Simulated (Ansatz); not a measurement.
## Geometry relaxation, with input and output: CH2ClZn (charge +1)

- system: CH2ClZn, charge +1
- method: RKS PBE-D4/def2-SVP (Ansatz 0.2.0)

Figures and captions count atoms from 1; the log counts them from 0 in places.

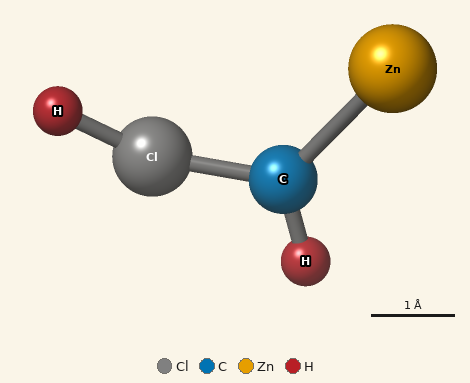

Fig. 1: The starting structure (ball-and-stick view, seen at a tilt). Sticks mark near contacts. Bond lengths as drawn: Cl–H 1.33 Å, C–Cl 1.61 Å, C–H 1.10 Å and C–Zn 2.05 Å.

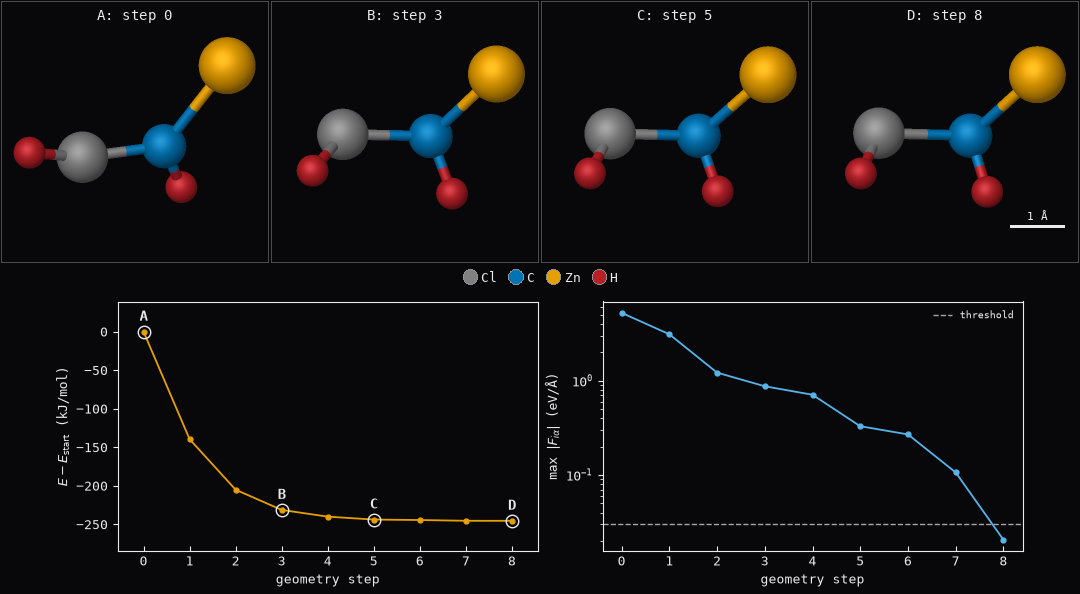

Fig. 2: Frames of the relaxation (ball-and-stick view, seen at a tilt) above the curves, on which the letters mark them (the first geometry is step 0 here and step 1 in the log).

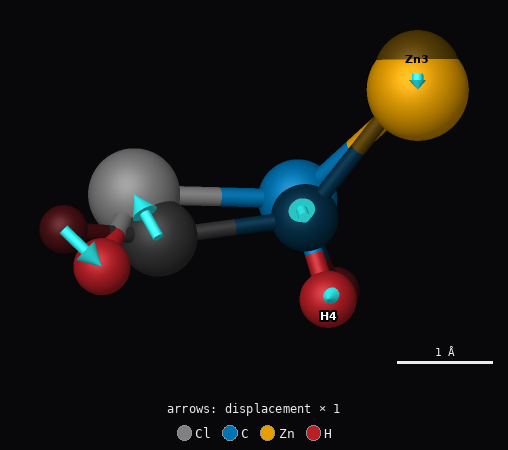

Fig. 3: Start (faint) and end (solid) with the displacements as teal arrows, at true length (ball-and-stick view, seen at a tilt). The two geometries are laid on each other by the best rigid fit. The atom that moves furthest after the best rigid fit is H5 (0.56 Å). By element the largest moves are H 0.56 Å, Cl 0.56 Å, C 0.40 Å, Zn 0.17 Å. Among the contacts that change: Cl1–C2 1.612 → 1.817 Å, C2–Zn3 2.047 → 1.998 Å, Cl1–H5 1.330 → 1.360 Å, C2–H4 1.096 → 1.118 Å. Among the angles that change: C2–Cl1–H5 152.3° → 118.3°, Zn3–C2–H4 124.6° → 106.2°, Cl1–C2–Zn3 124.0° → 114.7°. The energy falls by 245.4 kJ/mol in 8 geometry steps. The largest force component goes from 5.2 to 0.021 eV/Å. (Atoms are counted from 1 in the order of the input.)

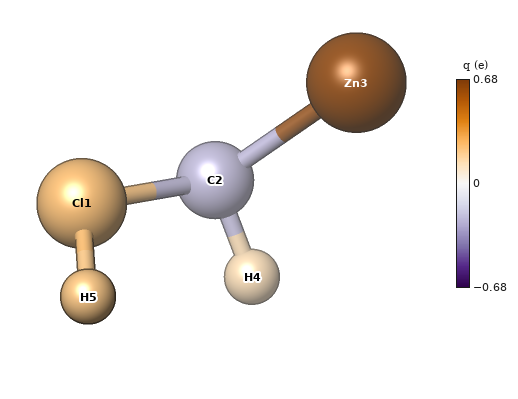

Fig. 4: Mulliken charges, as the colour of each atom (ball-and-stick view, seen at a tilt; atoms are numbered from 1 in the order of the input). By element: Cl +0.25, C −0.26, Zn +0.65 and H +0.16 to +0.21 e.

These pictures come from the run below.

The input:
```yaml
crystal:
  periodic: [false, false, false]
  atoms:
    - {symbol: Cl, position_ang: [-1.835456, 0.698442, -0.809600]}
    - {symbol: C, position_ang: [-0.763229, -0.282479, -0.111212]}
    - {symbol: Zn, position_ang: [1.185320, 0.226867, 0.256086]}
    - {symbol: H, position_ang: [-1.211310, -1.251087, 0.139400]}
    - {symbol: H, position_ang: [-2.336202, 1.903474, -1.066603]}
basis:
  gaussian: {orbitals: def2-SVP}
total_charge: 1
hamiltonian: {xc: pbe, dispersion: d4}
relax: {f_tol: 0.03, max_steps: 250}
```

Launch command:
```bash
ansatz run in.yaml --threads 2 --pin off --events-out ev --progress --plain --max-ram 4352MiB
```

The program's output:
```
Functional definition: PBE
  name "PBE"
  cite "Perdew, Burke & Ernzerhof, Phys. Rev. Lett. 77, 3865 (1996) doi:10.1103/PhysRevLett.77.3865"
  parent pbe
  parameter kappa = 0.804
  parameter beta = 0.06672455060314922
  exchange = pbe_x(kappa = kappa, mu = beta*pi^2/3)
  correlation = pbe_c(beta = beta)
827 factors; their error is unknown
mean field evaluation 1: about -61946.0237 eV, gradient 1.0e2 eV
mean field evaluation 2: about -61773.2585 eV, gradient 1.9e2 eV
mean field evaluation 4: about -61956.8941 eV, gradient 5.6e1 eV
mean field evaluation 8: about -61966.0875 eV, gradient 2.7e1 eV
mean field evaluation 16: about -61972.0153 eV, gradient 2.3e-2 eV
mean field evaluation 32: about -61971.9496 eV, gradient 1.1e-5 eV
mean field -61971.97132670 eV, -2277.4279401452 hartree, gradient 9.8e-6 eV, S^2 0.000000; 4 other end points of the search recorded, 0 dependent functions left out
the calculation of the forces begins
reference -61971.97136867 eV, -2277.4279416879 hartree; 27, 27 occupied and 46, 46 virtual orbitals, 827 factors
relax step   1: F+E_penalty+E_count = -61972.06518600 eV  Δ(F+E_penalty+E_count) = +0.000e0 eV  max|allowed force component| = 5.240e0 eV/Å  Δτ_max = 0.0000 Å  (152 SCF iters, accepted)
these checks for a lower state are left out or cut short: starts, cluster_reference, orbital_swaps, neighbouring_geometries, increment
827 factors; their error is unknown
mean field -61973.41806431 eV, -2277.4811067718 hartree, gradient 2.1e-5 eV, S^2 0.000000; 1 other end points of the search recorded, 0 dependent functions left out
the calculation of the forces begins
reference -61973.41810774 eV, -2277.4811083681 hartree; 27, 27 occupied and 46, 46 virtual orbitals, 827 factors
relax step   2: F+E_penalty+E_count = -61973.51057906 eV  Δ(F+E_penalty+E_count) = -1.445e0 eV  max|allowed force component| = 3.107e0 eV/Å  Δτ_max = 0.1947 Å  (49 SCF iters, accepted)
these checks for a lower state are left out or cut short: starts, cluster_reference, orbital_swaps, neighbouring_geometries, increment
827 factors; their error is unknown
mean field -61974.09861980 eV, -2277.5061167247 hartree, gradient 1.4e-5 eV, S^2 0.000000; 0 other end points of the search recorded, 0 dependent functions left out
the calculation of the forces begins
reference -61974.09866347 eV, -2277.5061183299 hartree; 27, 27 occupied and 46, 46 virtual orbitals, 827 factors
relax step   3: F+E_penalty+E_count = -61974.18994582 eV  Δ(F+E_penalty+E_count) = -6.794e-1 eV  max|allowed force component| = 1.217e0 eV/Å  Δτ_max = 0.1996 Å  (36 SCF iters, accepted)
these checks for a lower state are left out or cut short: starts, cluster_reference, orbital_swaps, neighbouring_geometries, increment
827 factors; their error is unknown
mean field evaluation 64: about -61974.3727 eV, gradient 8.2e-2 eV
mean field -61974.37270146 eV, -2277.5161890402 hartree, gradient 2.2e-5 eV, S^2 0.000000; 0 other end points of the search recorded, 0 dependent functions left out
the calculation of the forces begins
reference -61974.37274369 eV, -2277.5161905921 hartree; 27, 27 occupied and 46, 46 virtual orbitals, 827 factors
relax step   4: F+E_penalty+E_count = -61974.46166862 eV  Δ(F+E_penalty+E_count) = -2.717e-1 eV  max|allowed force component| = 8.724e-1 eV/Å  Δτ_max = 0.1953 Å  (37 SCF iters, accepted)
these checks for a lower state are left out or cut short: starts, cluster_reference, orbital_swaps, neighbouring_geometries, increment
827 factors; their error is unknown
mean field -61974.46118879 eV, -2277.5194408894 hartree, gradient 2.2e-5 eV, S^2 0.000000; 0 other end points of the search recorded, 0 dependent functions left out
the calculation of the forces begins
reference -61974.46123076 eV, -2277.5194424320 hartree; 27, 27 occupied and 46, 46 virtual orbitals, 827 factors
relax step   5: F+E_penalty+E_count = -61974.55191210 eV  Δ(F+E_penalty+E_count) = -9.024e-2 eV  max|allowed force component| = 7.093e-1 eV/Å  Δτ_max = 0.0887 Å  (30 SCF iters, accepted)
these checks for a lower state are left out or cut short: starts, cluster_reference, orbital_swaps, neighbouring_geometries, increment
827 factors; their error is unknown
mean field -61974.49852190 eV, -2277.5208128561 hartree, gradient 8.2e-6 eV, S^2 0.000000; 0 other end points of the search recorded, 0 dependent functions left out
the calculation of the forces begins
reference -61974.49856407 eV, -2277.5208144058 hartree; 27, 27 occupied and 46, 46 virtual orbitals, 827 factors
relax step   6: F+E_penalty+E_count = -61974.59124303 eV  Δ(F+E_penalty+E_count) = -3.933e-2 eV  max|allowed force component| = 3.290e-1 eV/Å  Δτ_max = 0.0797 Å  (30 SCF iters, accepted)
these checks for a lower state are left out or cut short: starts, cluster_reference, orbital_swaps, neighbouring_geometries, increment
827 factors; their error is unknown
mean field -61974.50459947 eV, -2277.5210362026 hartree, gradient 1.9e-5 eV, S^2 0.000000; 0 other end points of the search recorded, 0 dependent functions left out
the calculation of the forces begins
reference -61974.50464170 eV, -2277.5210377544 hartree; 27, 27 occupied and 46, 46 virtual orbitals, 827 factors
relax step   7: F+E_penalty+E_count = -61974.59726815 eV  Δ(F+E_penalty+E_count) = -6.025e-3 eV  max|allowed force component| = 2.694e-1 eV/Å  Δτ_max = 0.0127 Å  (29 SCF iters, accepted)
these checks for a lower state are left out or cut short: starts, cluster_reference, orbital_swaps, neighbouring_geometries, increment
827 factors; their error is unknown
mean field evaluation 96: about -61974.5142 eV, gradient 2.0e-5 eV
mean field -61974.51424536 eV, -2277.5213906826 hartree, gradient 2.0e-5 eV, S^2 0.000000; 0 other end points of the search recorded, 0 dependent functions left out
the calculation of the forces begins
reference -61974.51428771 eV, -2277.5213922387 hartree; 27, 27 occupied and 46, 46 virtual orbitals, 827 factors
relax step   8: F+E_penalty+E_count = -61974.60760673 eV  Δ(F+E_penalty+E_count) = -1.034e-2 eV  max|allowed force component| = 1.064e-1 eV/Å  Δτ_max = 0.0413 Å  (30 SCF iters, accepted)
these checks for a lower state are left out or cut short: starts, cluster_reference, orbital_swaps, neighbouring_geometries, increment
827 factors; their error is unknown
mean field -61974.51503602 eV, -2277.5214197385 hartree, gradient 1.9e-5 eV, S^2 0.000000; 0 other end points of the search recorded, 0 dependent functions left out
the calculation of the forces begins
reference -61974.51507834 eV, -2277.5214212941 hartree; 27, 27 occupied and 46, 46 virtual orbitals, 827 factors
relax step   9: F+E_penalty+E_count = -61974.60819089 eV  Δ(F+E_penalty+E_count) = -5.842e-4 eV  max|allowed force component| = 2.058e-2 eV/Å  Δτ_max = 0.0107 Å  (30 SCF iters, accepted)
827 factors; their error is unknown
mean field evaluation 128: about -61974.4603 eV, gradient 2.0e0 eV
mean field -61974.51503602 eV, -2277.5214197385 hartree, gradient 1.9e-5 eV, S^2 0.000000; 2 other end points of the search recorded, 0 dependent functions left out
the calculation of the forces begins
reference -61974.51507834 eV, -2277.5214212941 hartree; 27, 27 occupied and 46, 46 virtual orbitals, 827 factors
Total energy: -61974.60823322 eV, -2277.5248446724 hartree
Atom 0 at    -1.629756     0.767540    -1.326339 Å, force    -0.015639     0.007268    -0.002319 eV/Å
Atom 1 at    -0.666808    -0.490496    -0.437201 Å, force     0.020584     0.011903    -0.007339 eV/Å
Atom 2 at     1.050407     0.168405     0.343985 Å, force     0.002950    -0.000199    -0.001165 eV/Å
Atom 3 at    -1.316022    -0.772882     0.428569 Å, force    -0.020339    -0.010353     0.013924 eV/Å
Atom 4 at    -2.398698     1.622650    -0.600943 Å, force     0.012443    -0.008619    -0.003101 eV/Å
Dipole moment:    -0.114522     0.430755     0.313721 e Å
```

Trajectory as extended XYZ (Å, eV, eV/Å), 9 frames, from step=1 to step=9:
```
5
Properties=species:S:1:pos:R:3:forces:R:3 step=1 energy=-61972.06519
Cl   -1.8355    0.6984   -0.8096   -2.6068   0.3241  -4.6268
C    -0.7632   -0.2825   -0.1112    5.2405  -2.1426   1.1103
Zn    1.1853    0.2269    0.2561   -1.2306  -0.3478   0.2043
H    -1.2113   -1.2511    0.1394   -0.6328   0.1582   1.5973
H    -2.3362    1.9035   -1.0666   -0.7703   2.0080   1.7149
5
Properties=species:S:1:pos:R:3:forces:R:3 step=2 energy=-61973.51058
Cl   -1.7956    0.6663   -0.9975   -0.6721   0.8002  -3.1067
C    -0.6929   -0.3295   -0.2377    1.3265  -2.1914   1.0524
Zn    1.1535    0.2159    0.2943   -0.7913  -0.2139   0.0144
H    -1.2373   -1.1972    0.2795    0.5405   1.3147   0.5694
H    -2.3886    1.9397   -0.9306   -0.4036   0.2904   1.4705
5
Properties=species:S:1:pos:R:3:forces:R:3 step=3 energy=-61974.18995
Cl   -1.7150    0.6732   -1.1800    0.0971   0.7397  -0.5858
C    -0.6749   -0.3689   -0.2865   -0.4636  -1.0751   0.1847
Zn    1.1098    0.1967    0.3020   -0.3347  -0.0466   0.0553
H    -1.2461   -1.1197    0.3710    0.5244   1.2169  -0.1085
H    -2.4345    1.9139   -0.7985    0.1768  -0.8350   0.4543
5
Properties=species:S:1:pos:R:3:forces:R:3 step=4 energy=-61974.46167
Cl   -1.6133    0.7112   -1.2715   -0.6884   0.8460  -0.0455
C    -0.6642   -0.4339   -0.3944   -0.7291  -0.7124   0.8724
Zn    1.0558    0.1787    0.3114    0.2031   0.0240   0.1502
H    -1.2872   -0.9409    0.4382    0.6367   0.6630  -0.8016
H    -2.4520    1.7802   -0.6757    0.5776  -0.8206  -0.1755
5
Properties=species:S:1:pos:R:3:forces:R:3 step=5 energy=-61974.55191
Cl   -1.6133    0.7213   -1.2978   -0.6050   0.7093   0.0133
C    -0.6735   -0.4331   -0.4160   -0.2056  -0.4606   0.5535
Zn    1.0528    0.1610    0.3281    0.1260   0.0267   0.0669
H    -1.2942   -0.8567    0.4307    0.2715   0.2459  -0.3970
H    -2.4327    1.7028   -0.6370    0.4131  -0.5213  -0.2367
5
Properties=species:S:1:pos:R:3:forces:R:3 step=6 energy=-61974.59124
Cl   -1.6255    0.7385   -1.3143   -0.2082   0.2970  -0.1479
C    -0.6829   -0.4292   -0.4257    0.3290  -0.3019   0.0900
Zn    1.0576    0.1488    0.3415   -0.0110   0.0285  -0.0173
H    -1.3031   -0.7941    0.4200   -0.1084  -0.0210   0.0955
H    -2.4070    1.6312   -0.6133   -0.0013  -0.0027  -0.0203
5
Properties=species:S:1:pos:R:3:forces:R:3 step=7 energy=-61974.59727
Cl   -1.6209    0.7479   -1.3159   -0.1752   0.2133  -0.1466
C    -0.6808   -0.4415   -0.4284    0.2694  -0.2409   0.0835
Zn    1.0567    0.1517    0.3398   -0.0008   0.0191  -0.0041
H    -1.3086   -0.7860    0.4229   -0.0823  -0.0194   0.0656
H    -2.4073    1.6230   -0.6103   -0.0111   0.0279   0.0016
5
Properties=species:S:1:pos:R:3:forces:R:3 step=8 energy=-61974.60761
Cl   -1.6300    0.7636   -1.3268   -0.0135   0.0328  -0.0157
C    -0.6687   -0.4800   -0.4370   -0.0024  -0.0785   0.1064
Zn    1.0555    0.1663    0.3444   -0.0318  -0.0020  -0.0136
H    -1.3200   -0.7742    0.4278    0.0617   0.0299  -0.0762
H    -2.3976    1.6194   -0.6003   -0.0141   0.0178  -0.0009
5
Properties=species:S:1:pos:R:3:forces:R:3 step=9 energy=-61974.60819
Cl   -1.6298    0.7675   -1.3263   -0.0156   0.0073  -0.0023
C    -0.6668   -0.4905   -0.4372    0.0206   0.0119  -0.0073
Zn    1.0504    0.1684    0.3440    0.0029  -0.0002  -0.0012
H    -1.3160   -0.7729    0.4286   -0.0203  -0.0104   0.0139
H    -2.3987    1.6226   -0.6009    0.0124  -0.0086  -0.0031
```

Key numbers:

| quantity | value |
| --- | --- |
| outcome | converged |
| total energy | −61974.6082 eV |
| mean-field energy | −61974.5151 eV |
| dispersion energy | −0.0932 eV |
| SCF solution under orbital rotations | stable |
| largest force (length of the vector) at the end | 0.027 eV/Å |
| hardware | 2 threads of Intel Xeon @ 2.50GHz, 11 GiB of memory available, shared host |
| wall time | 22 s (CPU time 41 s) |
| peak memory | 0.16 GiB |
